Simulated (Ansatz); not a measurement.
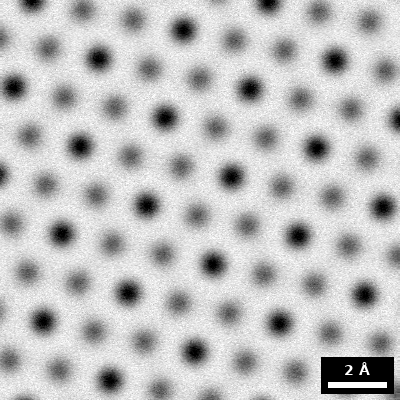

Phase-contrast TEM-like image of Zr (P6_3/mmc, No. 194) along [001]. Simulated in the weak-phase-object approximation with neutral-atom potentials: 300 kV, Cs = 20 µm, defocus −75 Å (negative is underfocus), defocus spread 15 Å, aperture 1.36 1/Å. Shot noise and a slight drift were added. Atomic positions: a calculation's starting geometry; the starting structure was generated, so it need not be a known form of this composition.

> Do the atom columns appear dark or bright, and why?

Dark. With positive Cs and underfocus sin χ is negative over the pass band, so the strongest columns (Zr) come out darker than the background.

> What point resolution do these settings give, and which lattice spacings pass?

About 0.7 Å (0.66 |Cs|^(1/4) λ^(3/4) with λ = 0.0197 Å). The spacings that carry visible contrast are {100} at 2.71 Å, {110} at 1.56 Å, {200} at 1.35 Å, {210} at 1.02 Å, {300} at 0.90 Å.
